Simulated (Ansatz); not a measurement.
**BO+ (quintet): one geometry, many settings**

What do other methods and options give for BO+ (quintet) at this geometry, and how long do they take?

Program: Ansatz 0.2.0, Gaussian basis. Level of theory: the settings change from run to run. These are calculated values, not measurements.

21 further runs of the same task are left out: 2 for a known fault of the program, 8 that didn't finish, 11 set aside as unsound or not needed. Runs told in other sessions of the task aren't counted.

## (1) What is computed

The geometry is a PBE0/def2-TZVP stationary point (not a proven minimum) of the parent state, kept for this charge and spin.

2 atoms, charge 1, spin multiplicity 5.

Atoms are counted from 1 here; the program's logs count them from 0.

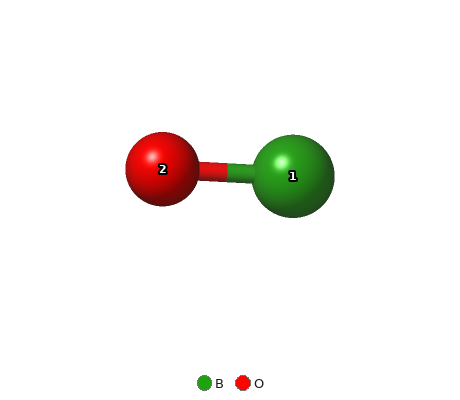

The geometry (boron green, oxygen red); atoms are numbered from 1 in the order of the file.

## (2) NEVPT2(6,6)/cc-pVDZ

Input file in.yaml:

```yaml
crystal:
  periodic: [false, false, false]
  atoms:
    - {symbol: B, position_ang: [0.000000, 0.000000, 0.000000]}
    - {symbol: O, position_ang: [0.000000, 0.000000, 1.403204]}
basis:
  gaussian: {orbitals: cc-pVDZ}
total_charge: 1
magnetization: {spin_polarized: false, initial_magnetization: 4}
correlation: {method: sc_nevpt2, electrons: outside_noble_gas, active_space: {window: {electrons: 6, orbitals: 6}}}
accuracy: high
```

Command:

```console
$ ansatz run in.yaml --threads 1 --pin off --events-out ev --progress --plain --max-ram 2393MiB
```

Standard output:

```text
Functional definition: HF
  name "HF"
  cite "Fock, Z. Phys. 61, 126 (1930) doi:10.1007/BF01340294"
  parent pbe
  exchange = exact_x
  correlation = 0
514 factors; integrals over basis functions are off by at most 2.7e-9 eV
mean field evaluation 1: about -2690.9668 eV, gradient 1.1e1 eV
mean field evaluation 2: about -2690.9690 eV, gradient 1.1e1 eV
mean field evaluation 4: about -2692.0654 eV, gradient 5.6e-1 eV
mean field evaluation 8: about -2692.0672 eV, gradient 5.5e-5 eV
mean field evaluation 16: about -2692.0686 eV, gradient 7.6e-3 eV
mean field -2692.06715896 eV, -98.9316433431 hartree, gradient 1.7e-8 eV, S^2 6.000000; 2 other end points of the search recorded, 0 dependent functions left out
reference -2692.06715896 eV, -98.9316433431 hartree; 8, 4 occupied and 20, 24 virtual orbitals, 514 factors
state -2692.56455534 eV, -98.9499223231 hartree
state -2692.56455534 eV, -98.9499223231 hartree; corrected -2695.43314484 eV, -99.0553410427 hartree
Total energy: -2695.43314484 eV, -99.0553410427 hartree
```

Run time: 0.51 s. Hardware: 1 thread of Arm Neoverse V2, shared host.

From the report: 14 determinants; active occupations 1.99, 1.00, 1.00, 1.00, 1.00, 0.01.

## (3) CCSD(T) on ROHF/def2-mTZVP

Input file in.yaml:

```yaml
crystal:
  periodic: [false, false, false]
  atoms:
    - {symbol: B, position_ang: [0.000000, 0.000000, 0.000000]}
    - {symbol: O, position_ang: [0.000000, 0.000000, 1.403204]}
basis:
  gaussian: {orbitals: def2-mTZVP}
total_charge: 1
magnetization: {spin_polarized: false, initial_magnetization: 4}
correlation: {method: ccsd_t, electrons: outside_noble_gas}
scf: {lower_state_search: light}
```

Same command.

Standard output, shortened:

```text
Functional definition: HF
  name "HF"
  cite "Fock, Z. Phys. 61, 126 (1930) doi:10.1007/BF01340294"
  parent pbe
[...]
387 factors; integrals over basis functions are off by at most 6.8e-4 eV
[...]
mean field -2692.93273230 eV, -98.9634525767 hartree, gradient 1.6e-6 eV, S^2 6.000000; 4 other end points of the search recorded, 0 dependent functions left out
determinant -2692.93273230 eV, -98.9634525767 hartree, with singles and doubles -2696.97357736 eV, -99.1119508935 hartree
determinant -2690.61835487 eV, -98.8784007747 hartree, with singles and doubles -2694.64263590 eV, -99.0262903748 hartree
determinant -2690.25367847 eV, -98.8649991644 hartree, with singles and doubles -2694.25374930 eV, -99.0119990561 hartree
2 core orbitals not correlated: weight in the atoms' cores, before any rotation towards them, 1.000 or more for the frozen orbitals, at most 0.000 for the correlated occupied ones
reference -2692.93273230 eV, -98.9634525767 hartree; 6, 2 occupied and 35, 39 virtual orbitals, 387 factors
second order -3.40913628 eV of doubles, -0.12199066 eV of singles
cycle   1  -4.06732752 eV  change   -2.9e-1 eV  update   1.6e-2
[...]
cycle   9  -4.09436560 eV  change   -5.3e-7 eV  update   4.7e-6
perturbative correction -0.06855800 eV, -0.0025194599 hartree
Total energy: -2697.09565590 eV, -99.1164371971 hartree
```

It took 1.1 s on 1 thread of Arm Neoverse V2, shared host.

From the report: correlation -4.1629 eV; T1 0.016; largest double amplitude 0.03.

## (4) MP2 on UHF/cc-pVDZ

Input file in.yaml:

```yaml
crystal:
  periodic: [false, false, false]
  atoms:
    - {symbol: B, position_ang: [0.000000, 0.000000, 0.000000]}
    - {symbol: O, position_ang: [0.000000, 0.000000, 1.403204]}
basis:
  gaussian: {orbitals: cc-pVDZ}
total_charge: 1
magnetization: {spin_polarized: true, initial_magnetization: 4}
correlation: {method: mp2, electrons: all}
```

The command is unchanged.

Standard output:

```text
Functional definition: HF
  name "HF"
  cite "Fock, Z. Phys. 61, 126 (1930) doi:10.1007/BF01340294"
  parent pbe
  exchange = exact_x
  correlation = 0
260 factors; integrals over basis functions are off by at most 6.7e-4 eV
mean field evaluation 1: about -2690.9615 eV, gradient 1.1e1 eV
mean field evaluation 2: about -2690.9644 eV, gradient 1.1e1 eV
mean field evaluation 4: about -2692.2006 eV, gradient 1.7e0 eV
mean field evaluation 8: about -2692.2448 eV, gradient 4.8e-4 eV
mean field evaluation 16: about -2692.2448 eV, gradient 3.8e-6 eV
mean field -2692.24483150 eV, -98.9381726884 hartree, gradient 8.4e-7 eV, S^2 6.007513; 2 other end points of the search recorded, 0 dependent functions left out
reference -2692.24483150 eV, -98.9381726884 hartree; 8, 4 occupied and 20, 24 virtual orbitals, 260 factors
second order -3.20222775 eV of doubles, -0.00000000 eV of singles
Total energy: -2695.44705924 eV, -99.0558523876 hartree
```

Wall time 0.12 s (1 thread of Arm Neoverse V2, shared host).

From the report: ⟨S²⟩ of the determinant 6.008 (pure quintet: 6.00).

## (5) CASSCF(4,10)/cc-pVDZ

in.yaml: that of step 4 with these lines changed.

```diff
@@ -8,3 +8,3 @@
 total_charge: 1
-magnetization: {spin_polarized: true, initial_magnetization: 4}
-correlation: {method: mp2, electrons: all}
+magnetization: {spin_polarized: false, initial_magnetization: 4}
+correlation: {active_space: {window: {electrons: 4, orbitals: 10}}}
```

Launched as before.

Standard output:

```text
Functional definition: HF
  name "HF"
  cite "Fock, Z. Phys. 61, 126 (1930) doi:10.1007/BF01340294"
  parent pbe
  exchange = exact_x
  correlation = 0
260 factors; integrals over basis functions are off by at most 6.7e-4 eV
mean field evaluation 1: about -2690.9668 eV, gradient 1.1e1 eV
mean field evaluation 2: about -2690.9689 eV, gradient 1.1e1 eV
mean field evaluation 4: about -2692.0654 eV, gradient 5.6e-1 eV
mean field evaluation 8: about -2692.0671 eV, gradient 5.5e-5 eV
mean field evaluation 16: about -2692.0671 eV, gradient 3.3e-6 eV
mean field -2692.06711593 eV, -98.9316417618 hartree, gradient 1.1e-6 eV, S^2 6.000000; 2 other end points of the search recorded, 0 dependent functions left out
reference -2692.06711593 eV, -98.9316417618 hartree; 8, 4 occupied and 20, 24 virtual orbitals, 260 factors
state -2692.32004459 eV, -98.9409367187 hartree
Total energy: -2692.32004459 eV, -98.9409367187 hartree
```

It took 2 s on 1 thread of Arm Neoverse V2, shared host.

From the report: 210 determinants; active occupations 1.00, 1.00, 1.00, 1.00, 0.00, 0.00, 0.00, 0.00, 0.00, 0.00.

## (6) NEVPT4(SD)(8,8)/cc-pVDZ

in.yaml: that of step 5 with these lines changed.

```diff
@@ -9,2 +9,3 @@
 magnetization: {spin_polarized: false, initial_magnetization: 4}
-correlation: {active_space: {window: {electrons: 4, orbitals: 10}}}
+correlation: {method: fic_nevpt4_sd, electrons: outside_noble_gas, active_space: {window: {electrons: 8, orbitals: 8}}}
+accuracy: high
```

Launched as before.

Standard output:

```text
Functional definition: HF
  name "HF"
  cite "Fock, Z. Phys. 61, 126 (1930) doi:10.1007/BF01340294"
  parent pbe
  exchange = exact_x
  correlation = 0
514 factors; integrals over basis functions are off by at most 2.7e-9 eV
mean field evaluation 1: about -2690.9668 eV, gradient 1.1e1 eV
mean field evaluation 2: about -2690.9690 eV, gradient 1.1e1 eV
mean field evaluation 4: about -2692.0654 eV, gradient 5.6e-1 eV
mean field evaluation 8: about -2692.0672 eV, gradient 5.5e-5 eV
mean field evaluation 16: about -2692.0686 eV, gradient 7.6e-3 eV
mean field -2692.06715896 eV, -98.9316433431 hartree, gradient 1.7e-8 eV, S^2 6.000000; 2 other end points of the search recorded, 0 dependent functions left out
reference -2692.06715896 eV, -98.9316433431 hartree; 8, 4 occupied and 20, 24 virtual orbitals, 514 factors
state -2693.03729151 eV, -98.9672950567 hartree
state -2693.03729151 eV, -98.9672950567 hartree; corrected -2695.93885837 eV, -99.0739256721 hartree
Total energy: -2695.93885837 eV, -99.0739256721 hartree
```

Run time: 4.2 s. Hardware: 1 thread of Arm Neoverse V2, shared host.

From the report: 250 determinants; active occupations 1.99, 1.98, 1.00, 1.00, 1.00, 1.00, 0.02, 0.01.

## (7) CCSDT(Q)/B on UHF/6-31G*

Input file in.yaml:

```yaml
crystal:
  periodic: [false, false, false]
  atoms:
    - {symbol: B, position_ang: [0.000000, 0.000000, 0.000000]}
    - {symbol: O, position_ang: [0.000000, 0.000000, 1.403204]}
basis:
  gaussian: {orbitals: "6-31G*"}
total_charge: 1
magnetization: {spin_polarized: true, initial_magnetization: 4}
correlation: {method: ccsdt_q_b, electrons: outside_noble_gas}
accuracy: high
```

Launched as before.

Standard output, shortened:

```text
Functional definition: HF
  name "HF"
  cite "Fock, Z. Phys. 61, 126 (1930) doi:10.1007/BF01340294"
  parent pbe
[...]
512 factors; integrals over basis functions are off by at most 3.5e-9 eV
[...]
mean field -2692.12202864 eV, -98.9336597665 hartree, gradient 2.1e-8 eV, S^2 6.007619; 4 other end points of the search recorded, 0 dependent functions left out
determinant -2692.12202864 eV, -98.9336597665 hartree, with singles and doubles -2695.65864812 eV, -99.0636281352 hartree
determinant -2689.77747507 eV, -98.8474990123 hartree, with singles and doubles -2693.29271855 eV, -98.9766818275 hartree
determinant -2689.42354639 eV, -98.8344923730 hartree, with singles and doubles -2692.88620126 eV, -98.9617425923 hartree
2 core orbitals not correlated: weight in the atoms' cores, before any rotation towards them, 1.000 or more for the frozen orbitals, at most 0.000 for the correlated occupied ones
reference -2692.12202864 eV, -98.9336597665 hartree; 6, 2 occupied and 22, 26 virtual orbitals, 512 factors
second order -2.96937169 eV of doubles, -0.00000000 eV of singles
cycle   1  -3.37369760 eV  change   -4.0e-1 eV  update   4.3e-2
[...]
cycle  26  -3.59957438 eV  change   9.3e-11 eV  update  6.7e-10
perturbative correction -0.00125337 eV, -0.0000460604 hartree
Total energy: -2695.72285638 eV, -99.0659877456 hartree
```

It took 4.8 s on 1 thread of Arm Neoverse V2, shared host.

From the report: ⟨S²⟩ of the determinant 6.008 (pure quintet: 6.00); correlation -3.6008 eV; T1 0.010; largest double amplitude 0.03.

## (8) The runs in one table

Where basis and cores are those of an earlier UCCSDT(Q)/cc-pVDZ run (-2695.9983 eV), and the records show the same count of frozen orbitals and kind of state, the miss against it is given; a blank cell means that this couldn't be shown.

| level | correlated | functions | energy (eV) | from UCCSDT(Q) (meV) | time |
| --- | --- | --- | --- | --- | --- |
| NEVPT2(6,6)/cc-pVDZ | outside noble gas | 28 | -2695.4331 | 565.1 | 0.51 s |
| CCSD(T) on ROHF/def2-mTZVP | outside noble gas | 43 | -2697.0957 |  | 1.1 s |
| MP2 on UHF/cc-pVDZ | all | 28 | -2695.4471 |  | 0.12 s |
| CASSCF(4,10)/cc-pVDZ |  | 28 | -2692.3200 | 3678.2 | 2 s |
| NEVPT4(SD)(8,8)/cc-pVDZ | outside noble gas | 28 | -2695.9389 | 59.4 | 4.2 s |
| CCSDT(Q)/B on UHF/6-31G* | outside noble gas | 30 | -2695.7229 |  | 4.8 s |

## (9) Outcome

| quantity | value |
| --- | --- |
| runs | 6 |
| quickest | MP2 on UHF/cc-pVDZ, 0.12 s |
| slowest | CCSDT(Q)/B on UHF/6-31G*, 4.8 s |

In words: Total energies in different bases, with other cores or another treatment of relativity can't be set against each other. CCSDT(Q)/B on UHF/6-31G* took 40 times as long as MP2 on UHF/cc-pVDZ; the jobs differ in more than the method. Among the correlated runs with a miss given, it spans +59 to +565 meV. Hartree-Fock, CASSCF and CASCI lack dynamic correlation by design.
